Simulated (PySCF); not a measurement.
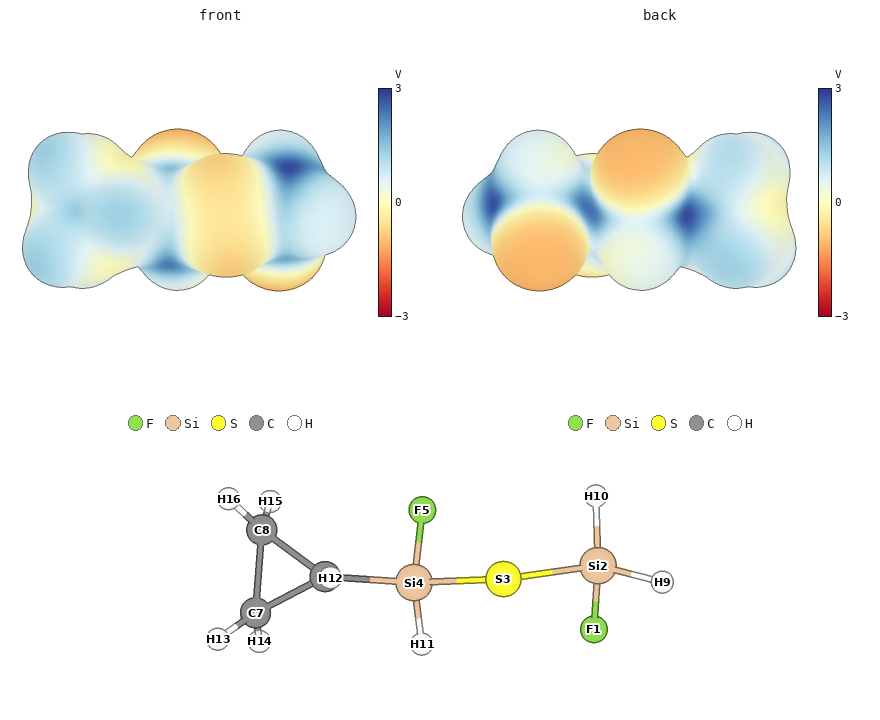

Figure 1: C₃H₈F₂SSi₂. The molecular electrostatic potential painted on the density surface at 0.004 e/bohr³, seen from the front and from behind; red is negative and blue positive. The bare structure is drawn below in the same view.

Geometry: GFN2-xTB.

The calculation used PySCF 2.14.0, PBE0/pcSseg-1, SCF density, gas phase, non-relativistic.

Input

```
{"job": {"kind": "nmr", "xc": "PBE0", "basis": "pcSseg-1"}, "charge": 0, "multiplicity": 1}
F      3.433516    -1.730533     0.268205
Si     3.572896    -0.128300     0.240905
S      1.777879     0.698283     1.048793
Si     0.287584    -0.318420    -0.113256
F      0.671177    -0.122243    -1.672997
C     -1.341799     0.517728     0.248192
C     -2.617186    -0.278917     0.157036
C     -2.314734     0.744729    -0.879236
H      4.613626     0.220348     1.178510
H      3.748460     0.202248    -1.155852
H      0.348487    -1.757082     0.052554
H     -1.325751     1.282094     1.015357
H     -3.396518    -0.072539     0.875324
H     -2.548263    -1.320590    -0.117394
H     -2.035130     0.408777    -1.865790
H     -2.881842     1.663360    -0.879372
```

Run with:

```sh
OMP_NUM_THREADS=1 python probes_run.py task.json out
```

> Describe the electrostatic potential map.

The most negative region (about −1.1 V, or −25 kcal/mol for a unit charge) lies over F1 and F5, the most positive (about +2.7 V, or +62 kcal/mol for a unit charge) over Si2 and Si4.
